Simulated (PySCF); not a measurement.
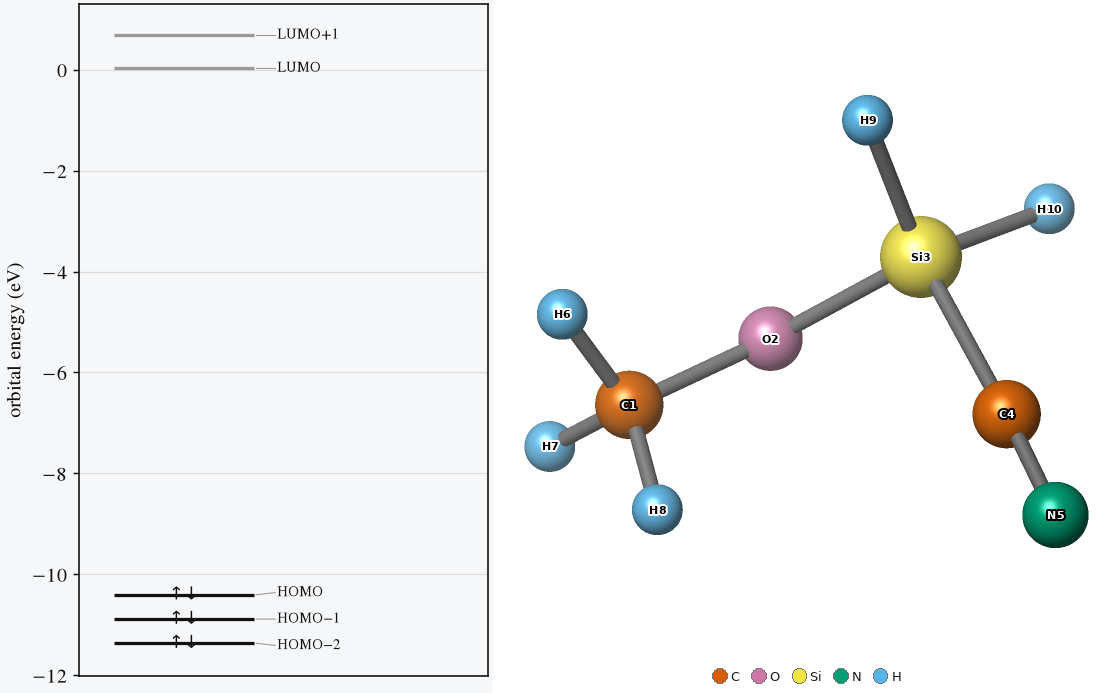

C₂H₅NOSi, SMILES CO[SiH2]C#N. Kohn-Sham orbital energies near the frontier, CAM-B3LYP/def2-SVPD, PySCF, at a PBE0-D3(BJ)/def2-SVP geometry (no frequency check), isolated molecule; empty levels in grey, levels within 0.03 eV side by side.

Where do the frontier orbitals lie?

HOMO at −10.41 eV, LUMO at 0.03 eV, 10.44 eV apart.

How does −ε(HOMO) compare with the ΔSCF vertical ionisation energy at this level?

−ε(HOMO) is 10.41 eV, the ΔSCF value 11.34 eV; the orbital energy is 0.94 eV too shallow.

List the levels with the atoms that carry most of them (a dash for levels above zero or within 0.03 eV of another, where shares mean little).

| orbital | energy (eV) | Löwdin shares |
| --- | --- | --- |
| LUMO+1 | 0.69 | – |
| LUMO | 0.03 | – |
| HOMO | −10.41 | O2 54 %, C1 14 %, Si3 9 % |
| HOMO−1 | −10.89 | O2 40 %, C1 12 %, N5 10 % |
| HOMO−2 | −11.37 | N5 36 %, C4 30 %, O2 10 % |

Known limits of this run: one conformer of a flexible molecule; empty levels above zero depend strongly on the basis.
